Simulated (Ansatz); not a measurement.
# r2SCAN work function of a third face of Nb from its PBE value

PBE and r2SCAN are run on the same slabs. If the two track each other from face to face, two faces calibrate the third.

Set-up. Ansatz 0.2.0, plane waves with PAW datasets (its set soft_2) at their recommended cutoffs; symmetric slabs of 7 layers (11 for bcc (111)) cut at the tabulated experimental lattice constant, atoms at bulk places, 18 Å of vacuum, k-spacing 0.16 Å⁻¹ (2π included), Fermi-Dirac smearing of 0.1 eV, SCF threshold 1e-9 eV. The work function is the vacuum level less the Fermi level.

| run | PBE (eV) | r2SCAN (eV) |
| --- | --- | --- |
| Nb(111) | 3.412 | 3.364 |
| Nb(100) | 3.723 | ? |
| Nb(110) | 4.542 | 4.622 |

**Question.** What value belongs in the row marked “?”, and how far can the other rows tell?

Two rows fix a line: slope = (4.622 − 3.364) / (4.542 − 3.412) = 1.1133, intercept −0.4346. At 3.723 it gives 1.1133 × 3.723 + (−0.4346) = 3.710 eV. Rounding of the rows alone allows about ±0.001 eV there; two rows can't show whether the line holds.

The run itself gives 3.712 eV: a miss of +0.002 eV. The plain offset, r2SCAN less PBE, runs from −0.048 to +0.080 eV over the three faces.

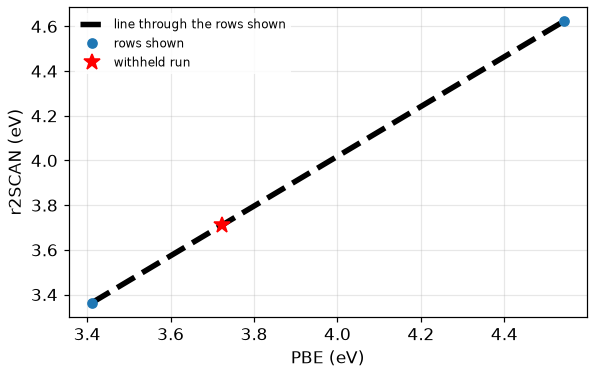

The fit and the withheld run.

**Limits.** Unrelaxed, unreconstructed faces at one geometry; neither value is a test against experiment.
